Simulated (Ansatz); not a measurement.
**One shape, several levels: doublet BH3Cl**

We compute a comparison of 6 runs (UHF/STO-3G, U-r2SCAN/STO-3G, UCAM-B3LYP/STO-3G, UPBE/STO-3G, UCCSDTQ/STO-3G, UCCSD(T)/STO-3G) of doublet BH3Cl. 

The calculation is run with Ansatz 0.2.0.

6 further runs of the same task are left out: 6 that didn't finish.

## Step 1: The structure to begin with

The species is BH3Cl (5 atoms), meant as a doublet with charge 0. As SMILES of the parent species, `[H][B-]([H])([H])Cl`. The shape is that of a GFN2-xTB optimisation. That shape belongs to the parent species and isn't relaxed for this state.

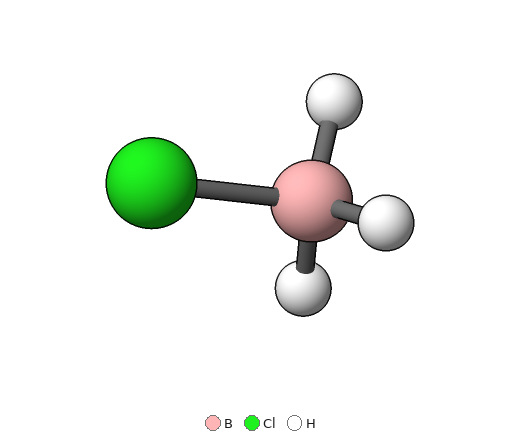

Viewed from a chosen angle; boron pink, chlorine green, hydrogen white.

## Step 2: The energy at UHF/STO-3G (run 1)

Input file molecule.yaml:

```yaml
crystal:
  periodic: [false, false, false]
  atoms:
    - {symbol: B, position_ang: [-0.001280, 0.001630, -0.167010]}
    - {symbol: Cl, position_ang: [0.013600, -0.021140, 1.707330]}
    - {symbol: H, position_ang: [1.152300, 0.011380, -0.522240]}
    - {symbol: H, position_ang: [-0.586640, 1.005700, -0.497000]}
    - {symbol: H, position_ang: [-0.577980, -0.997580, -0.521080]}
basis:
  gaussian:
    orbitals: STO-3G
magnetization:
  spin_polarized: true
  initial_magnetization: 1
accuracy: high
hamiltonian:
  xc: hf
```

Started as:

```console
$ ansatz run molecule.yaml --threads 1 --pin off --max-ram 2610MiB --events-out events.jsonl --progress --plain --runs-dir runs
```

The log of the run:

```text
Warning: RAYON_NUM_THREADS=1 ignored (pool sized by the plan → 1); use --threads N
Functional definition: HF
  name "HF"
  exchange = exact_x
  correlation = 0
282 factors; integrals over basis functions are off by at most 2.4e-8 eV
mean field evaluation 1: about -13075.5959 eV, gradient 1.1e1 eV
mean field evaluation 2: about -13075.6429 eV, gradient 1.1e1 eV
mean field evaluation 4: about -13077.2000 eV, gradient 1.7e0 eV
mean field evaluation 8: about -13077.6010 eV, gradient 4.2e-1 eV
mean field evaluation 16: about -13077.6072 eV, gradient 1.4e-3 eV
mean field evaluation 32: about -13077.6061 eV, gradient 3.8e-2 eV
mean field evaluation 64: about -13077.6067 eV, gradient 5.0e-3 eV
mean field evaluation 96: about -13075.9551 eV, gradient 6.1e-1 eV
mean field evaluation 128: about -13077.6034 eV, gradient 4.7e-1 eV
mean field evaluation 160: about -13077.5664 eV, gradient 7.5e-1 eV
mean field evaluation 192: about -13077.6072 eV, gradient 1.9e-4 eV
mean field -13077.60716059 eV, -480.5931988311 hartree, gradient 3.0e-8 eV, S^2 0.753393; 3 other end points of the search recorded, 0 dependent functions left out
reference -13077.60716059 eV, -480.5931988311 hartree; 13, 12 occupied and 4, 5 virtual orbitals, 282 factors
Total energy: -13077.60716059 eV, -480.5931988311 hartree
```

It took 0.93 s on 1 thread of Intel Xeon Platinum 8259CL at 2.50GHz (Skylake/Cascade Lake), shared host.

## Step 3: The energy at U-r2SCAN/STO-3G (run 2)

Edit molecule.yaml of step 2 so:

```diff
@@ -1 +1,3 @@
+basis:
+  gaussian: {orbitals: STO-3G}
 crystal:
@@ -8,10 +10,4 @@
     - {symbol: H, position_ang: [-0.577980, -0.997580, -0.521080]}
-basis:
-  gaussian:
-    orbitals: STO-3G
-magnetization:
-  spin_polarized: true
-  initial_magnetization: 1
 accuracy: high
-hamiltonian:
-  xc: hf
+magnetization: {spin_polarized: true, initial_magnetization: 1}
+hamiltonian: {xc: r2scan}
```

Started as:

```console
$ ansatz run molecule.yaml --threads 1 --pin off --max-ram 2610MiB --events-out events.jsonl --progress --plain --runs-dir runs
```

The log of the run:

```text
Warning: RAYON_NUM_THREADS=1 ignored (pool sized by the plan → 1); use --threads N
Functional definition: r2SCAN
  name "r2SCAN"
  parameter k0 = 0.174
  parameter k1 = 0.065
  parameter a1 = 4.9479
  exchange = r2scan_x(k0 = k0, k1 = k1, a1 = a1)
  correlation = r2scan_c
282 factors; integrals over basis functions are off by at most 2.4e-8 eV
mean field evaluation 1: about -13100.0287 eV, gradient 4.4e0 eV
mean field evaluation 2: about -13099.3291 eV, gradient 7.9e0 eV
mean field evaluation 4: about -13100.0690 eV, gradient 3.5e0 eV
mean field evaluation 8: about -13100.1318 eV, gradient 2.7e0 eV
mean field evaluation 16: about -13100.1728 eV, gradient 2.0e-1 eV
mean field evaluation 32: about -13100.1713 eV, gradient 7.1e-1 eV
mean field evaluation 64: about -13100.0347 eV, gradient 3.5e0 eV
mean field -13100.18368181 eV, -481.4228706830 hartree, gradient 3.2e-8 eV, S^2 0.751950; 6 other end points of the search recorded, 0 dependent functions left out
reference -13100.18368249 eV, -481.4228707082 hartree; 13, 12 occupied and 4, 5 virtual orbitals, 282 factors
Total energy: -13100.18368249 eV, -481.4228707082 hartree
```

Wall time 23 s (1 thread of Intel Xeon Platinum 8259CL at 2.50GHz (Skylake/Cascade Lake), shared host); peak memory 0.22 GiB.

## Step 4: The energy at UCAM-B3LYP/STO-3G (run 3)

Input file run.yaml:

```yaml
crystal:
  periodic: [false, false, false]
  atoms:
    - {symbol: B, position_ang: [-0.001280, 0.001630, -0.167010]}
    - {symbol: Cl, position_ang: [0.013600, -0.021140, 1.707330]}
    - {symbol: H, position_ang: [1.152300, 0.011380, -0.522240]}
    - {symbol: H, position_ang: [-0.586640, 1.005700, -0.497000]}
    - {symbol: H, position_ang: [-0.577980, -0.997580, -0.521080]}
basis:
  gaussian:
    orbitals: STO-3G
total_charge: 0
magnetization:
  spin_polarized: true
  initial_magnetization: 1
hamiltonian:
  xc: {name: CAM-B3LYP}
accuracy: high
```

Started as:

```console
$ ansatz run run.yaml --threads 1 --pin off --max-ram 2610MiB --events-out events.jsonl --progress --plain --runs-dir runs
```

The log of the run:

```text
Warning: RAYON_NUM_THREADS=1 ignored (pool sized by the plan → 1); use --threads N
Functional definition: CAM-B3LYP
  name "CAM-B3LYP"
  parameter alpha = 0.19
  parameter beta = 0.46
  parameter omega = 0.33/bohr
  parameter ac = 0.81
  exchange = (1 - alpha - beta)*b88_x + beta*b88_x_sr(omega) + alpha*exact_x + beta*exact_x_lr(omega)
  correlation = (1 - ac)*vwn5_c + ac*lyp_c
282 factors; integrals over basis functions are off by at most 2.4e-8 eV
144 factors; integrals over basis functions are off by at most 8.1e-10 eV
mean field evaluation 1: about -13098.8313 eV, gradient 8.8e0 eV
mean field evaluation 2: about -13099.3039 eV, gradient 7.6e0 eV
mean field evaluation 4: about -13099.7488 eV, gradient 3.4e-1 eV
mean field evaluation 8: about -13099.7205 eV, gradient 6.2e-3 eV
mean field evaluation 16: about -13099.7206 eV, gradient 3.3e-3 eV
mean field evaluation 32: about -13099.7181 eV, gradient 1.0e-2 eV
mean field -13099.72057506 eV, -481.4058518238 hartree, gradient 2.9e-8 eV, S^2 0.752137; 2 other end points of the search recorded, 0 dependent functions left out
reference -13099.72058725 eV, -481.4058522718 hartree; 13, 12 occupied and 4, 5 virtual orbitals, 282 factors
Total energy: -13099.72058725 eV, -481.4058522718 hartree
```

It took 17 s on 1 thread of Intel Xeon Platinum 8259CL at 2.50GHz (Skylake/Cascade Lake), shared host; peak memory 0.14 GiB.

Runs 4 to 5 aren't shown in full; the table further down has their settings and results.

## Step 5: The energy at UCCSD(T)/STO-3G (run 6)

Edit run.yaml of step 4 so:

```diff
@@ -11,3 +11,2 @@
     orbitals: STO-3G
-total_charge: 0
 magnetization:
@@ -15,4 +14,7 @@
   initial_magnetization: 1
-hamiltonian:
-  xc: {name: CAM-B3LYP}
+correlation:
+  method: ccsd_t
+  frozen_orbitals: {B: 1, Cl: 5, H: 0}
 accuracy: high
+scf:
+  omitted_lower_state_checks: [cluster_reference, increment]
```

Started as:

```console
$ ansatz run run.yaml --threads 1 --pin off --max-ram 2610MiB --events-out events.jsonl --progress --plain --runs-dir runs
```

The log of the run:

```text
Warning: RAYON_NUM_THREADS=1 ignored (pool sized by the plan → 1); use --threads N
[... 16 lines left out ...]
6 core orbitals not correlated: weight in the atoms' cores, before any rotation towards them, 1.000 or more for the frozen orbitals, at most 0.000 for the correlated occupied ones
[... 35 lines left out ...]
Total energy: -13079.56590207 eV, -480.6651812528 hartree
Checks for a lower state left out: cluster_reference, increment
```

Wall time 1.4 s (1 thread of Intel Xeon Platinum 8259CL at 2.50GHz (Skylake/Cascade Lake), shared host).

## Step 6: The series

| run | level | frozen core orbitals | energy (Eh) | ⟨S²⟩ | wall time |
| --- | --- | --- | --- | --- | --- |
| 1 | UHF/STO-3G | – | -480.593199 | 0.753 | 0.93 s |
| 2 | U-r2SCAN/STO-3G | – | -481.422871 | 0.752 | 23 s |
| 3 | UCAM-B3LYP/STO-3G | – | -481.405852 | 0.752 | 17 s |
| 4 | UPBE/STO-3G | – | -481.199119 | 0.751 | 8.7 s |
| 5 | UCCSDTQ/STO-3G | 6 | -480.665765 | 0.753 | 85 s |
| 6 | UCCSD(T)/STO-3G | 6 | -480.665181 | 0.753 | 1.4 s |

## Step 7: Outcome

| quantity | value |
| --- | --- |
| run 6: total energy | -480.66518 Eh |
| run 6: correlation energy (6 core orbitals frozen) | -72.0 mEh |
| run 6: (T) correction | -0.91 mEh |
| run 6: ⟨S²⟩ of the reference determinant | 0.753 |
| run 6: T1 diagnostic | 0.030 |

**Reading.** Below the UHF energy at the same shape and in the same basis (STO-3G): UCCSDTQ -72.6 mEh; UCCSD(T) -72.0 mEh. Totals of different functionals can't be ranked against each other. In runs 1, 2, 3, 4, 5, 6 the basis is minimal, so the values are rough. All runs together took 2.3 min, the longest 85 s.
